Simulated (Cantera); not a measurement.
Feed: 1 mol HF, 1.5 mol O₂, 0.5 mol SO₂, equilibrated at 2277 °C.

Equilibrium computed with Cantera from the NASA thermochemical tables; the gas is ideal and each condensed phase is pure. Candidate condensed phases: H₂O, H₂SO₄, S; 43 gas species. The ideal-gas law is rough above about 30 bar. The tables' values for SOF₂ are old estimates; treat these amounts as uncertain. Rates play no part.

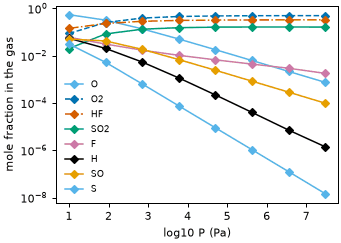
Equilibrium gas composition (values under 1e-9 drawn at 1e-9)

From 0.0750 Torr to 225000 Torr nothing is condensed.
